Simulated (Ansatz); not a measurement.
AlAs (zinc blende)

```
CELL_PARAMETERS angstrom
      0.00000     2.86406     2.86406
      2.86406     0.00000     2.86406
      2.86406     2.86406     0.00000
ATOMIC_POSITIONS crystal
  As 0.75000 0.75000 0.75000
  Al 0.00000 0.00000 0.00000
```

This relaxed cell (volume V₀) is scaled evenly in all directions, its shape held. Symmetry pins the atoms to their sites.

All values below come from PBE (plane waves to 420 eV, PAW, scalar-relativistic; Ansatz, a quantum-chemistry and plane-wave program). k mesh 10×10×10 (Γ-centred), Fermi-Dirac smearing 0.05 eV. The energy includes the smearing's −TS. AlAs was relaxed with its symmetry unable to fall. The PAW data are Ansatz's earlier set. The zero of ΔE is the relaxed starting cell.

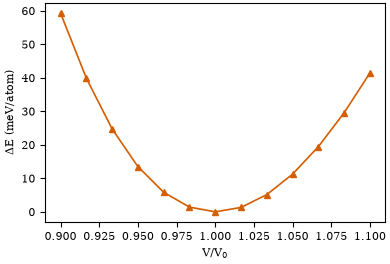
Fig. 1. ΔE (meV/atom) against V/V₀; computed points joined by lines.

Q: What is ΔE at V/V₀ = 1.100?

A: About 41 meV/atom.

Q: What is ΔE at V/V₀ = 0.900?

A: About 59 meV/atom.

Q: What bulk modulus B₀ follows from a third-order Birch-Murnaghan fit?

A: About 67 GPa.

(A scan under strain: stresses follow from slopes of the energy per volume, elastic moduli from its curvatures.)
